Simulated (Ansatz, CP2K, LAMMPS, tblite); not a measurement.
**Codes compared on glassy 68P2O5-32SrO (mol %) (103 atoms)**

How near do other programs and methods come to a plane-wave reference for glassy 68P2O5-32SrO (mol %) (103 atoms)? A plane-wave run serves as the reference.

Program: Ansatz 0.2.0. Level of theory: Kohn-Sham DFT, PBE, PAW, plane waves. Results are calculated unless marked as measured.

## (1) Starting point

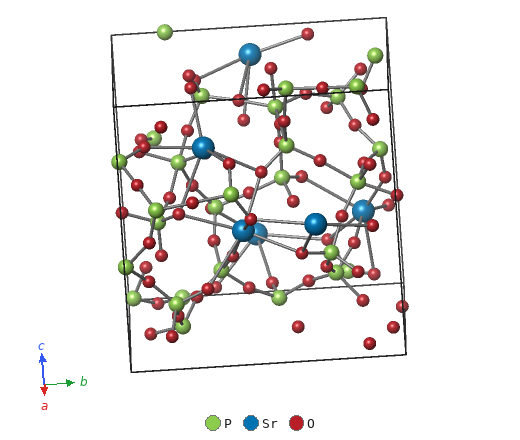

The cell as given, slightly off an axis (phosphorus green, strontium blue, oxygen red). Bonds to atoms that aren't drawn are left out. Some periodic images of atoms are drawn too.

The cell holds 103 atoms: 26 P, 6 Sr and 71 O. Cell: a = 11.319 Å, b = 11.319 Å, c = 11.319 Å, α = 90.0°, β = 90.0°, γ = 90.0°. 103 atoms (26 P, 6 Sr, 71 O) placed at random at 2.76 g/cm³, melted at 4000 K for 10 ps at fixed volume with the Morse and Coulomb pair potential with partial charges (Pedone, Malavasi, Menziani, Cormack and Segre, J. Phys. Chem. B 110, 11780 (2006)). Quenched from 4000 K to 300 K at 50 K/ps and fixed volume, held 10 ps at zero pressure.

## (2) Reference: Ansatz, plane waves

The PAW files are the set soft_2.

input.yaml reads:

```yaml
crystal:
  lattice:
    - [11.3189, 0.0, 0.0]
    - [0.0, 11.3189, 0.0]
    - [0.0, 0.0, 11.3189]
  atoms:
    - { symbol: P, position: [0.93079, 0.00517, 0.37726] }
    - { symbol: P, position: [0.22415, 0.01882, 0.06748] }
    - { symbol: P, position: [0.35112, 0.58017, 0.78649] }
    - { symbol: P, position: [0.8324, 0.17949, 0.19938] }
    [... 93 atom lines left out ...]
    - { symbol: O, position: [0.49986, 0.85242, 0.07916] }
    - { symbol: O, position: [0.9396, 0.16623, 0.89701] }
    - { symbol: O, position: [0.4866, 0.59601, 0.75735] }
    - { symbol: O, position: [0.09104, 0.76389, 0.70089] }
    - { symbol: O, position: [0.89404, 0.90926, 0.46432] }
    - { symbol: O, position: [0.62782, 0.28076, 0.95264] }
kpoints:
  mp_grid: { grid: [1, 1, 1] }
hamiltonian:
  xc: pbe
scf:
  occupations: { method: fermi_dirac, width: 0.05 }
output:
  forces: true
  eigenvalues: true
  populations: true
  stress: true
```

On the command line:

```sh
> ansatz run input.yaml --threads 4 --pin off --max-ram 8192MiB --backend cpu --events-out ev --progress --plain --runs-dir out
```

Numbers of over 12 decimals in the logs are rounded to 6 here.

The program printed:

```text
[...]
Pseudopotentials: kind: paw
Pseudopotential: P, paw, valence charge 5, recommended cutoff 420 eV (normal), P.paw.azcp
Pseudopotential: Sr, paw, valence charge 10, recommended cutoff 420 eV (normal), Sr.paw.azcp
Pseudopotential: O, paw, valence charge 6, recommended cutoff 420 eV (normal), O.paw.azcp
[...]
Crystal: 103 atoms, lattice volume = 1450.149 Å³
Basis set: ecut = 420 eV, 28353 PW (Γ), exchange–correlation on 160×160×160 points (8 copies of the dense FFT grid, shifted against one another)
Bands: 411, of which v1, the nominal top of the filled ones, is band 308 counted from 1 (307 counted from 0)
Symmetry: 1 space group operations
Space group: P1 (ITA 1), of the structure as read, at distance tolerance 1.1e-4 Å
k-points: 1
[...]
Initial density: superposition of atomic densities (neutral atoms: chi_scale 0, normalization atom), corrected by the library's trained network
Initial wavefunctions: pseudopotential atomic-orbital guess
[...]
SCF iter   1: F=—  HF=-81229.756279 eV  |F-HF|=—  |Δ(HF+E_count)|=         —  Δρ=5.36e-3  dr2=7.04e-1  ethr=1.77e-3  ⟨swp⟩=8.0  Hψ=2330  notcnv=0  defer=86
preconditioner: auto → Resta (q_TF=auto, 2.365 Å⁻¹)  ε∞=3.2  [insulator: Δε(μ)=2.280 eV  Ē_g=16.128 eV  σ=0.050 eV  W_gap=1.00  n_scr=340 (ndim 8)  ℏωp=24.0 eV  f_vac=0.170  D(μ)=0.00/eV (n_scr^D=0)  ε∞_Penn≈3.2]
[...]
SCF iter   9: F=—  HF=-81229.541928 eV  |F-HF|=—  |Δ(HF+E_count)|=   1.54e-6  Δρ=4.97e-6  dr2=3.40e-7  ethr=3.27e-10  ⟨swp⟩=3.0  Hψ=601  notcnv=0  defer=97
SCF iter  10: F=-81229.541928 eV  HF=-81229.541928 eV  |F-HF|=2.47e-8  |Δ(HF+E_count)|=   1.55e-7  Δρ=2.79e-6  dr2=9.68e-8  ethr=1.62e-11  ⟨swp⟩=22.0  Hψ=3164  notcnv=0
SCF 1 converged in 10 iterations: F = -81229.541928 eV  dr2 = 9.68e-8
[...]
SCF converged after 10 iterations
Free energy (F): -81229.541928 eV
Harris-Foulkes:  -81229.541928 eV  (|F-HF|=2.47e-8)
Internal energy: -81229.541927 eV  (E = F + TS)
E sigma→0 (E₀):  -81229.541928 eV
Entropy (-TS):   -0.000001 eV (-0.000 meV/atom)
Fermi energy:    5.728836 eV
--- Per-component energies (eV) ---
[...]
Σ components = -81229.541928   (vs F -81229.541928, Δ=0.00e0)
--- Forces (eV/Å), atoms counted from 1 ---
  atom   1  P      1.26755594    -2.65173232     2.50051548
  atom   2  P     -0.51968490     3.45029054     3.97872763
  atom   3  P     -2.17831629    -1.51476643    -0.48383829
  atom   4  P      1.87828051     0.39316251    -0.88052027
[...]
atom 103  O     -0.75263404    -1.94554097     1.59329884
  max |Σ_I F_I| component: 5.75e-5 eV/Å
--- Stress (GPa, compression-positive) ---
        3.975126      -0.215777      -1.368921
       -0.215780       0.984901       0.578336
       -1.368918       0.578336       3.269666
  P = ⅓ Tr σ = 2.7432 GPa (27.432 kbar)
--- Band table (eV) ---
  k-point 0: bands = ["-31.8722", "-30.6828", "-29.8792", "-29.3754", [... 395 levels ...], "12.8436", "12.8916", "12.9431", "12.9990", "13.0546", "13.1053", "13.1641", "13.1770", "13.2062", "13.2610", "13.2864", "13.3154"]
--- Löwdin populations: 103 sites ---
  site symbol       q [e]
     0      P      2.7829
     1      P      2.7811
     2      P      2.7754
[...]
102      O      6.8259
  spilling = 0.017819 (of n_electrons = 616.000000)
```

Run time: 17 s. Hardware: 4 threads of Intel Xeon 6975P-C (Granite Rapids), shared host; peak memory 2 GiB; 60 s of CPU time.

Numbers from this run:

```yaml
free_energy: -81229.5419 eV
free_energy_per_atom: -788.6363 eV/atom
scf_cycles: 10
pressure: 2.743 GPa
r_m_s_force_component: 1.623 eV/Å
longest_force: 6.244 eV/Å
fermi_energy: 5.729 eV
spacing_of_highest_filled_and_lowest_empty_level: 1.461 eV
spilling_of_the_projection: 0.01782
```

Length of the force by element:

```csv
element,coordination,atoms,mean length of the force (eV/Å),spread,least,most
O,all,71,1.99,1.04,0.270,5.09
P,all,26,3.94,1.31,1.63,6.24
Sr,all,6,1.22,0.136,1.04,1.47
```

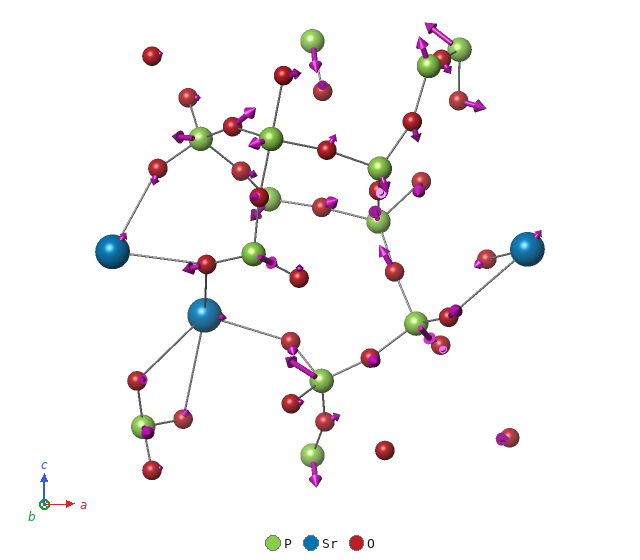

Forces as arrows; the longest in the cell is 6.24 eV/Å. Drawn is a slice 4 Å thick, seen along the normal of the ac plane. Bonds to atoms that aren't drawn are left out.

The levels nearest the highest filled one (over half full), pooled over k-points and spins:

```csv
level less the highest filled one (eV),occupation
-0.965,2
-0.821,2
-0.779,2
-0.602,2
-0.205,2
0,2
1.46,0
2.11,0
2.43,0
2.53,0
2.99,0
3.04,0
```

## (3) What was run beside it

The programs:
- CP2K 2026.2: Gaussian basis with GTH pseudopotentials and a plane-wave density; labels give functional, basis (MOLOPT sets; SR short-range, UZH the newer set with its own potentials), grid cutoff/relative cutoff and solver (OT: orbital transformation; TRS4, TC2, SIGN: linear-scaling purification with its sparsity filter), or its built-in tight binding.

All use the same cell and atoms; the electronic-structure runs use the same k-mesh, and an electronic temperature of 580 K (0.05 eV) where levels are smeared.

Differences are against the plane-wave reference, forces as r.m.s. over components; share is that over the reference's r.m.s. force, slope the least-squares factor from reference forces to these. Total energies of different programs have different zeros and aren't compared.

```csv
run,"Δ force, r.m.s. (meV/Å)",share (%),slope,Δ pressure (GPa),Δ gap (eV),cores,CPU time,memory (GiB)
reference,-,-,-,-,-,4,60 s,2.0
"CP2K PBE, DZVP-MOLOPT-SR, 300/50 Ry, OT DIIS (coarse)",179,11.0,1.069,1.29,-0.415,2,6.1 min,1.0
"CP2K PBE, DZVP-MOLOPT-SR, 600/30 Ry, OT DIIS (coarse)",144,8.84,1.067,1.16,-0.415,4,9.7 min,3.8
"CP2K PBE, DZVP-MOLOPT-SR, 600/50 Ry, OT DIIS",144,8.84,1.067,1.14,-0.415,4,11 min,3.8
"CP2K PBE, SZV-MOLOPT-SR, 600/50 Ry, OT DIIS (coarse)",3159,195,1.148,44.0,-1.47,2,8.6 min,2.2
```

Rows marked coarse were listed beforehand as settings not expected to be converged; some can still land near the reference.

CPU time is summed over cores on a shared host, where runs went side by side, so it is rough. Symmetry, cutoffs, thresholds, outputs and thread counts weren't matched or tuned between programs; memory under MPI is the largest rank's times the ranks.

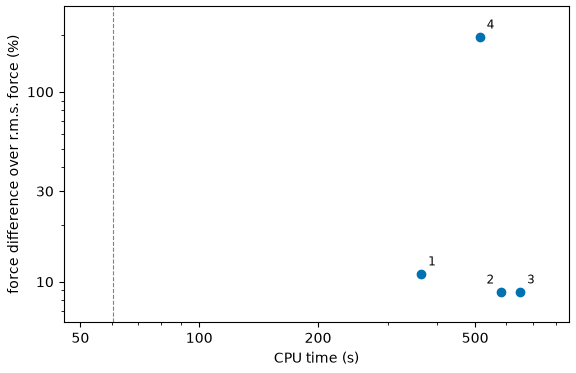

Force difference against CPU time; the dashed line marks the reference's time. Points: 1 CP2K PBE, DZVP-MOLOPT-SR, 300/50 Ry, OT DIIS; 2 CP2K PBE, DZVP-MOLOPT-SR, 600/30 Ry, OT DIIS; 3 CP2K PBE, DZVP-MOLOPT-SR, 600/50 Ry, OT DIIS; 4 CP2K PBE, SZV-MOLOPT-SR, 600/50 Ry, OT DIIS.

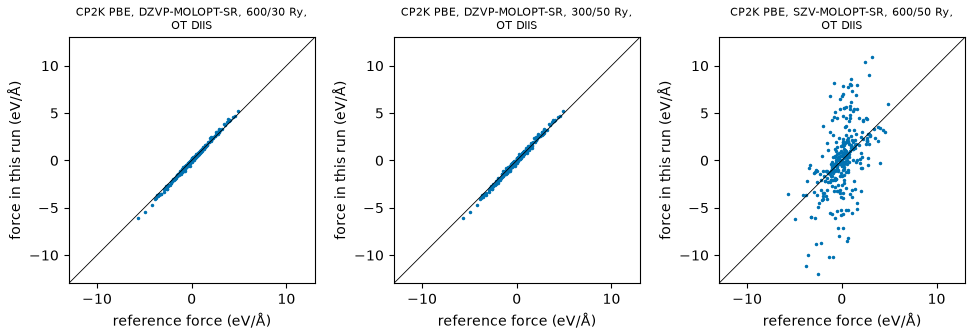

Force components against those of the reference; the line marks equality.

Runs without a result: CP2K GFN1-xTB, OT DIIS (not converged).

Within one program, basis, potentials and functional, energies share a zero. Each run against its twin at the usual cutoff or grid and solver:

```csv
run,twin,Δ energy (meV/atom),"Δ force, r.m.s. (meV/Å)",CPU time over the twin's
"CP2K PBE, DZVP-MOLOPT-SR, 300/50 Ry, OT DIIS","DZVP-MOLOPT-SR, 600/50 Ry, OT DIIS",-3.79,110,0.56 (this twin ran on 4 cores)
"CP2K PBE, DZVP-MOLOPT-SR, 600/30 Ry, OT DIIS","DZVP-MOLOPT-SR, 600/50 Ry, OT DIIS",-0.140,1.14,0.90
```

## (4) Outcome

```yaml
reference_r_m_s_force_component: 1.62 eV/Å
nearest_in_forces: a tie at 8.8 % of 2 runs: CP2K PBE, DZVP-MOLOPT-SR, 600/30 Ry, OT DIIS (coarse); CP2K PBE, DZVP-MOLOPT-SR, 600/50 Ry, OT DIIS
farthest_in_forces: CP2K PBE, SZV-MOLOPT-SR, 600/50 Ry, OT DIIS (coarse), 195 %
cheapest_electronic_structure_run_beside_the_reference: CP2K PBE, DZVP-MOLOPT-SR, 300/50 Ry, OT DIIS, 6.1 min of CPU time
```

In words: The PBE run in local orbitals, coarse settings apart, differs by 8.8 % (CP2K PBE, DZVP-MOLOPT-SR, 600/50 Ry, OT DIIS); basis, grid and potentials can all enter. Runs with settings chosen to be coarse differ by 8.8 % (CP2K PBE, DZVP-MOLOPT-SR, 600/30 Ry, OT DIIS) to 195 % (CP2K PBE, SZV-MOLOPT-SR, 600/50 Ry, OT DIIS), their programs' other errors included. None of the electronic-structure runs in the table takes under half the reference's CPU time of 60 s; they take 6.1 to 11 times as much. At the same functional, gaps differ from the reference's 1.46 eV by between -1.47 and -0.42 eV. In pressure, CP2K PBE, SZV-MOLOPT-SR, 600/50 Ry, OT DIIS misses by +44.0 GPa, at the same functional. In the reference: filled and empty levels are parted by 1.46 eV (at Γ alone); a semilocal functional tends to put such gaps too low. In a disordered cell it changes from sample to sample, and tail or defect levels can set it. The quench rate of 50 K/ps is many orders above laboratory rates, so the cell is likely richer in defects and strain than a real sample. The network of bonds at the start is that of the classical potential that made the cell, and needn't be the one that DFT or experiment would give. The electronic-structure runs sample only Γ, in a cell whose shortest periodic width is 11 Å.

[Also dropped from logs without a mark: logging warnings of Python, and SIESTA's first energy breakdown and zero terms.]

[Logs are printed without paths, hosts, clocks, repeated set-up lines and the standing remarks that a program may print on its own settings, such as how far it seeks lower states.]

[Hosts, paths, dates, database ids (printed as entryN), source tags and the programs' standing remarks are cut or masked in the printed files.]
